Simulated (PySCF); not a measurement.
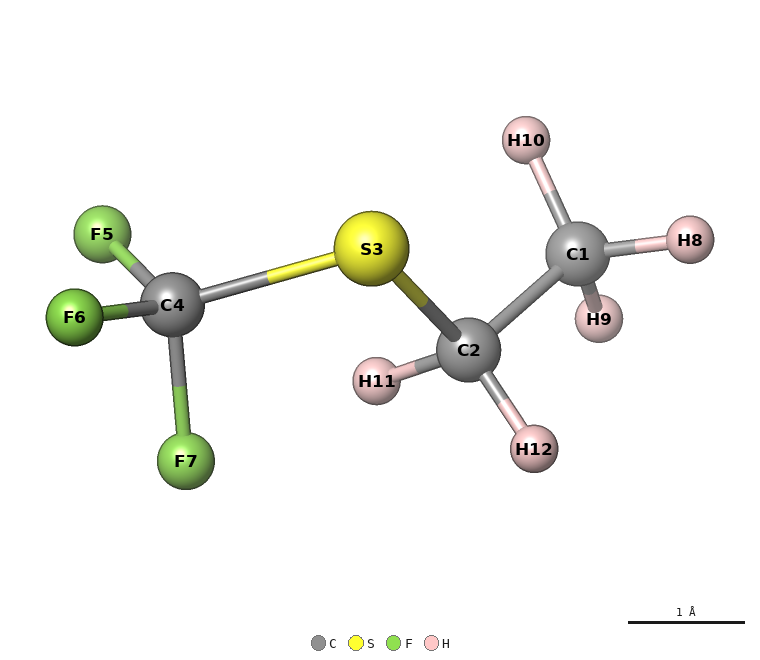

Orthographic view. Atoms fade into the background with distance from the viewer. Geometry: a frame of a GFN2-xTB molecular-dynamics simulation, not a minimum.

Give the geometry as a Z-matrix, atoms in numerical order, with these reference atoms: 2 to 1; 3 to 2, 1; 4 to 3, 2, 1; 5 to 4, 3, 2; 6 to 4, 5, 3; 7 to 4, 5, 6; 8 to 1, 2, 3; 9 to 1, 8, 2; 10 to 1, 8, 9; 11 to 2, 1, 8; 12 to 2, 11, 1.

```
C  
C    1   1.504
S    2   1.919   1   116.7
C    3   1.848   2    95.2   1   128.0
F    4   1.313   3   120.0   2   -75.3
F    4   1.360   5   110.0   3   134.6
F    4   1.411   5   105.7   6   108.3
H    1   1.060   2   115.1   3    79.8
H    1   1.080   8   103.3   2  -115.5
H    1   1.109   8   110.7   9  -117.5
H    2   1.082   1   104.5   8  -163.2
H    2   1.074  11   112.3   1  -114.3
```
